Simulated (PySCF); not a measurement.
## C₄H₄N₂Si: one change and its effect

System: C₄H₄N₂Si.
Method of the first run: GIAO PBE0/STO-3G NMR shielding, non-relativistic, gas phase (PySCF 2.14.0).

The geometry comes from this level: PBE0-D3(BJ)/def2-SVP. Text and figures count atoms from 1; the logs count them from 0 in places.

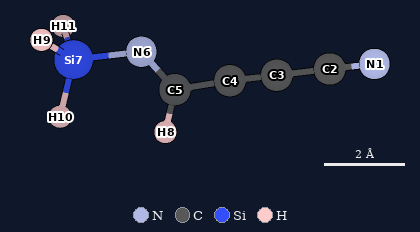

The structure as given in the input (ball-and-stick view, seen at a tilt; atoms are numbered from 1 in the order of the input). Bond lengths as drawn: C–C 1.22 to 1.44 Å, C–H 1.11 Å, C–N 1.16 to 1.27 Å, H–Si 1.49 to 1.50 Å and N–Si 1.76 Å.

Input file, the first run:
```
{"job": {"kind": "nmr", "xc": "PBE0", "basis": "STO-3G", "pop": true}, "charge": 0, "multiplicity": 1}
N      5.119801     1.271667    -0.040883
C      4.034705     0.856678     0.011880
C      2.756170     0.360420     0.077800
C      1.620675    -0.076753     0.135660
C      0.304233    -0.645344     0.230590
N     -0.726495    -0.015184    -0.154195
Si    -2.368058    -0.645667    -0.071107
H      0.288959    -1.668746     0.665029
H     -3.163536     0.290652     0.770223
H     -2.402104    -2.024835     0.518139
H     -2.907387    -0.668128    -1.458927
```

The first line tells a small driver script what to run in PySCF; the rest is the geometry in Å.

Command:
```bash
OMP_NUM_THREADS=1 python <driver script> task.json out
```

Hardware: 1 CPU thread, shared host.

Output (the first run):
```
coarse grid: 10576 points
cycle   1  E = -546.4923327893  dE =  1.104e+00  |g| = 6.855e-01  |ddm| = 4.996e+00
cycle   2  E = -546.0408002733  dE =  4.515e-01  |g| = 1.422e+00  |ddm| = 2.295e+00
cycle   3  E = -546.6332556146  dE = -5.925e-01  |g| = 1.303e-01  |ddm| = 1.604e+00
cycle   4  E = -546.6366235476  dE = -3.368e-03  |g| = 7.913e-02  |ddm| = 2.256e-01
cycle   5  E = -546.6383402738  dE = -1.717e-03  |g| = 1.708e-02  |ddm| = 1.003e-01
cycle   6  E = -546.6384331197  dE = -9.285e-05  |g| = 4.097e-03  |ddm| = 2.370e-02
cycle   7  E = -546.6384370430  dE = -3.923e-06  |g| = 1.741e-03  |ddm| = 5.172e-03
final grid: 100232 points
cycle   8  E = -546.6106768558  dE = -3.157e-06  |g| = 3.391e-03  |ddm| = 1.105e-02
cycle   9  E = -546.6106654031  dE =  1.145e-05  |g| = 7.276e-03  |ddm| = 1.102e-02
cycle  10  E = -546.6106801613  dE = -1.476e-05  |g| = 6.494e-04  |ddm| = 7.653e-03
cycle  11  E = -546.6106802982  dE = -1.369e-07  |g| = 1.875e-04  |ddm| = 1.065e-03
cycle  12  E = -546.6106803093  dE = -1.105e-08  |g| = 4.620e-05  |ddm| = 2.781e-04
cycle  13  E = -546.6106803098  dE = -5.178e-10  |g| = 1.492e-05  |ddm| = 5.518e-05
converged SCF energy = -546.6106803098

GIAO shielding tensors (ppm)
atom      isotropic    diamagn.    paramagn.     s11        s22        s33       span
  0 N       60.890     319.269    -258.380    -66.550    -57.749    306.968    373.519
  1 C      146.903     265.487    -118.584     76.746     76.981    286.981    210.235
  2 C      169.979     264.584     -94.605    134.420    143.278    232.240     97.820
  3 C      175.416     263.833     -88.418    115.061    115.701    295.485    180.424
  4 C      119.930     253.366    -133.435     27.279    156.227    176.285    149.006
  5 N      -71.114     316.912    -388.026   -602.092     -2.435    391.184    993.276
  6 Si     563.045     867.302    -304.257    508.373    554.863    625.900    117.527
  7 H       24.997      30.567      -5.570     23.279     23.557     28.155      4.876
  8 H       29.235      29.763      -0.528     25.764     27.622     34.320      8.556
  9 H       29.663      30.054      -0.391     26.650     27.204     35.136      8.487
 10 H       29.239      29.638      -0.399     25.764     27.620     34.334      8.570
```

The input of the second run differs as follows (lines with − go, lines with + come):
```diff
-"basis": "STO-3G"
+"basis": "6-31G"
```

Predict how the results change.

The total energy of the second run is 4100.0 kcal/mol lower, which measures the change of basis and not a stability. The HOMO goes from −5.09 to −7.75 eV. The LUMO goes from 0.28 to −2.63 eV. The dipole moment goes from 4.86 to 4.72 D. Of all shieldings, the largest change is that of Si7, by −106.2 ppm. The SCF takes 15 iterations against 13. The basis functions go from 43 to 75.

Output (the second run):
```
coarse grid: 10576 points
cycle   1  E = -553.1449802396  dE =  1.047e+00  |g| = 4.936e-01  |ddm| = 5.660e+00
cycle   2  E = -552.9008219271  dE =  2.442e-01  |g| = 1.138e+00  |ddm| = 7.775e+00
cycle   3  E = -553.2081181635  dE = -3.073e-01  |g| = 9.574e-02  |ddm| = 4.193e+00
cycle   4  E = -553.2092511812  dE = -1.133e-03  |g| = 7.459e-02  |ddm| = 5.814e-01
cycle   5  E = -553.2104602694  dE = -1.209e-03  |g| = 2.213e-02  |ddm| = 1.718e-01
cycle   6  E = -553.2105945839  dE = -1.343e-04  |g| = 3.044e-03  |ddm| = 3.487e-02
cycle   7  E = -553.2105961129  dE = -1.529e-06  |g| = 1.889e-03  |ddm| = 8.443e-03
final grid: 100232 points
cycle   8  E = -553.1443741203  dE = -1.086e-05  |g| = 5.646e-03  |ddm| = 6.618e-02
cycle   9  E = -553.1443513914  dE =  2.273e-05  |g| = 1.102e-02  |ddm| = 3.002e-02
cycle  10  E = -553.1443819869  dE = -3.060e-05  |g| = 1.721e-03  |ddm| = 1.977e-02
cycle  11  E = -553.1443828035  dE = -8.165e-07  |g| = 4.153e-04  |ddm| = 4.218e-03
cycle  12  E = -553.1443828439  dE = -4.046e-08  |g| = 1.574e-04  |ddm| = 1.175e-03
cycle  13  E = -553.1443828490  dE = -5.098e-09  |g| = 4.636e-05  |ddm| = 3.050e-04
cycle  14  E = -553.1443828493  dE = -2.640e-10  |g| = 3.466e-05  |ddm| = 1.606e-04
cycle  15  E = -553.1443828496  dE = -2.874e-10  |g| = 2.636e-06  |ddm| = 7.333e-05
converged SCF energy = -553.1443828496

GIAO shielding tensors (ppm)
atom      isotropic    diamagn.    paramagn.     s11        s22        s33       span
  0 N      -22.423     339.189    -361.612   -192.473   -173.382    298.587    491.061
  1 C       94.148     267.190    -173.042     -4.001     -3.766    290.212    294.213
  2 C      132.341     261.848    -129.507     82.247     87.567    227.209    144.963
  3 C      127.703     283.950    -156.247     38.512     45.369    299.228    260.716
  4 C       50.090     256.166    -206.076    -46.090     62.577    133.782    179.872
  5 N     -160.786     326.807    -487.593   -643.891   -146.815    308.348    952.239
  6 Si     456.882     879.884    -423.002    396.961    444.981    528.704    131.743
  7 H       23.487      24.412      -0.926     21.486     23.285     25.690      4.204
  8 H       27.279      28.056      -0.777     24.072     26.158     31.608      7.536
  9 H       27.751      27.136       0.614     24.943     25.906     32.403      7.460
 10 H       27.283      27.997      -0.714     24.074     26.157     31.619      7.545
```

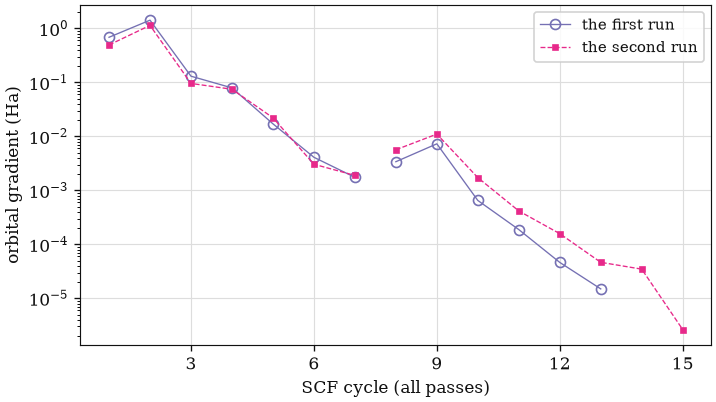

Convergence of the two runs: orbital gradient against the SCF cycle. A break in a curve parts two SCF passes (coarse and final grid). The first run takes 13 cycles in all, and the second run takes 15.

The two runs side by side:

```tsv
quantity	the first run	the second run
outcome	converged	converged
total energy (hartree)	−546.610680	−553.144383
HOMO (eV)	−5.09	−7.75
LUMO (eV)	0.28	−2.63
dipole moment (D)	4.86	4.72
shielding of N1 (ppm)	60.9	−22.4
shielding of C2 (ppm)	146.9	94.1
shielding of C3 (ppm)	170.0	132.3
shielding of C4 (ppm)	175.4	127.7
shielding of C5 (ppm)	119.9	50.1
shielding of N6 (ppm)	−71.1	−160.8
shielding of Si7 (ppm)	563.0	456.9
SCF iterations	13	15
basis functions	43	75
wall time (shared host)	3.6 s	7.3 s
```
